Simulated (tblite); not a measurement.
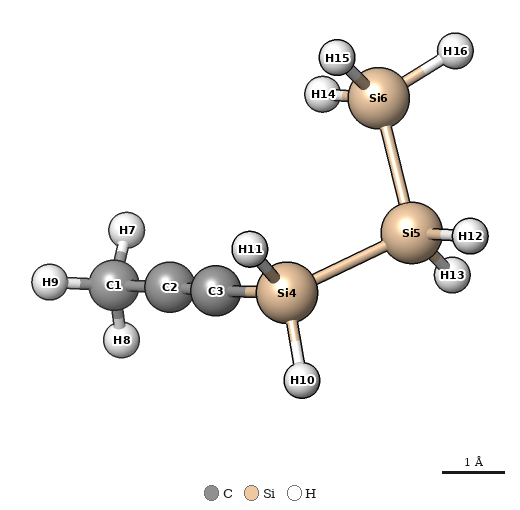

C3H10Si3, before the relaxation. The picture is a ball-and-stick view, seen from a free direction.

Level of theory: GFN2-xTB geometry optimisation, gas phase (tblite 0.8.0).

```xyz
16

C     3.1330    1.5589   -0.1107
C     2.1232    0.5023   -0.2516
C     1.3197   -0.3790   -0.3483
Si    0.0293   -1.7188   -0.5321
Si   -1.7711   -1.2811    0.8403
Si   -2.6161    0.7062    0.0501
H     2.6450    2.5199    0.1204
H     3.8400    1.3376    0.6953
H     3.6937    1.6805   -1.0381
H     0.6221   -3.0383   -0.1455
H    -0.4213   -1.8291   -1.9397
H    -2.7965   -2.3655    0.7316
H    -1.3716   -1.1702    2.2764
H    -1.6169    1.8051    0.1968
H    -2.9840    0.5953   -1.3806
H    -3.8362    1.0850    0.8244
```

**Predict the outcome.**

The atom that moves furthest after the best rigid fit is H11 (0.29 Å). Largest moves by element: H 0.29 Å, Si 0.16 Å, C 0.12 Å. Among the contacts that change: Si4–H10 1.497 → 1.471 Å, C3–Si4 1.869 → 1.845 Å, C1–C2 1.468 → 1.447 Å, Si5–H12 1.496 → 1.475 Å. Among the angles between lasting bonds that change: Si4–Si5–Si6 104.3° → 115.7°, Si5–Si4–H10 108.8° → 115.6°, H12–Si5–H13 107.9° → 102.8°. The energy falls by 3.89 kcal/mol in 62 geometry steps.

History of the run:

```csv
step,"E − E(0), kcal/mol"
0,0.00
1,0.48
2,-1.15
3,-1.52
4,-1.94
5,-2.27
6,-2.54
7,-2.71
8,-2.92
9,-3.12
10,-3.26
13,-3.44
15,-3.50
18,-3.56
21,-3.60
24,-3.64
26,-3.68
29,-3.74
32,-3.78
35,-3.84
37,-3.85
40,-3.87
43,-3.88
46,-3.88
48,-3.88
51,-3.88
54,-3.89
57,-3.89
59,-3.89
62,-3.89
```

Final geometry:

```xyz
16

C     3.1020    1.5216   -0.1170
C     2.1620    0.4318   -0.2631
C     1.3813   -0.4782   -0.3876
Si    0.1246   -1.8231   -0.5139
Si   -1.7335   -1.1982    0.7288
Si   -2.7283    0.7943    0.1139
H     2.5688    2.4446    0.1127
H     3.7988    1.3050    0.6929
H     3.6646    1.6598   -1.0402
H     0.7949   -3.0578   -0.0787
H    -0.1768   -1.9835   -1.9461
H    -2.7246   -2.2896    0.6801
H    -1.3695   -1.1514    2.1561
H    -1.7979    1.9188    0.2461
H    -3.1563    0.7645   -1.2883
H    -3.9178    1.1501    0.8929
```

The end point in the same view:

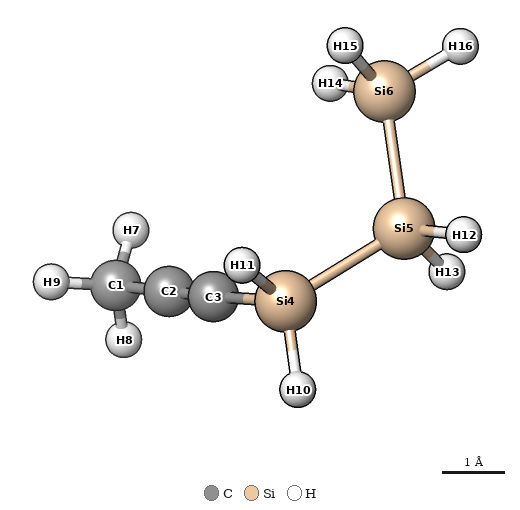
